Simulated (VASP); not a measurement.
Band structure of NiO (space group Fm-3m). Calculation: PBE GGA with D3 dispersion (Becke-Johnson damping), VASP's PBE PAW potentials (set 64) (plane waves; VASP).

The moments were started parallel, and other spin orders were not tried in this run.

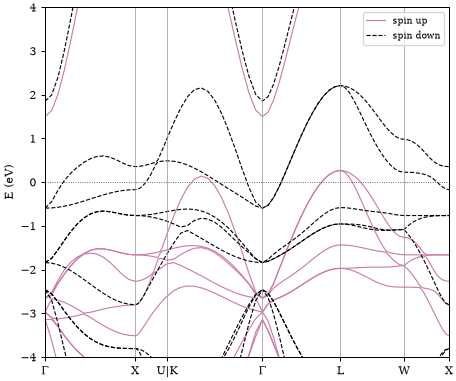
*Bands along high-symmetry lines, zero at the valence-band maximum or, without a gap, the Fermi level*

Problem. Read the plot: is there a gap, and where are the band edges?

Solution. It has no gap at this level: it comes out as a metal or semimetal. (Edges off the drawn lines would not show.)

The structure comes from a measured NiO entry (Fm-3m) of the Crystallography Open Database, whose conditions weren't checked. It was relaxed first.
